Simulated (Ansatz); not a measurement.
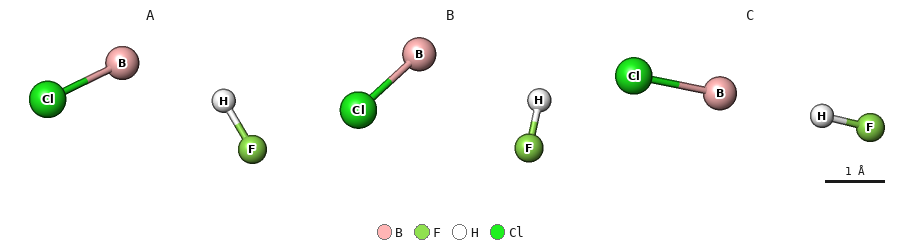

3 geometries from one relaxation of BHClF, in shuffled order. The picture is a ball-and-stick view, seen at a tilt.

The run prepares an end point of a later path (reaction) calculation, from a guessed geometry.

The calculation used RKS CAM-B3LYP/def2-TZVP in Ansatz. Settings: no spin polarisation; force threshold 0.03 eV/Å; at most 50 steps.

**Put them in the order of the run, from the start to the converged end.**

B, A, C. They are steps 0, 5, 9, at +0.264 eV, +0.140 eV relative to the last. The energy falls by 0.264 eV in 8 accepted moves (9 points after the start). Largest force component: 0.42 eV/Å at the start, 0.012 eV/Å at the end. The line search rejected the trial step at point 1 of the run. The atom that moves furthest after the best rigid fit is the F atom (0.95 Å). Largest moves by element: F 0.95 Å, Cl 0.72 Å, B 0.71 Å, H 0.48 Å. Among the contacts that change: B–Cl 1.702 → 1.681 Å, F–H 0.926 → 0.945 Å. The run took 8 s on 4 threads of Arm Neoverse V1 (shared host), peak memory 0.17 GiB.

Limits of the set-up: the start holds two separate molecules, 2.4 Å apart at their closest, whose relative position is a soft coordinate and is computed without a dispersion correction.
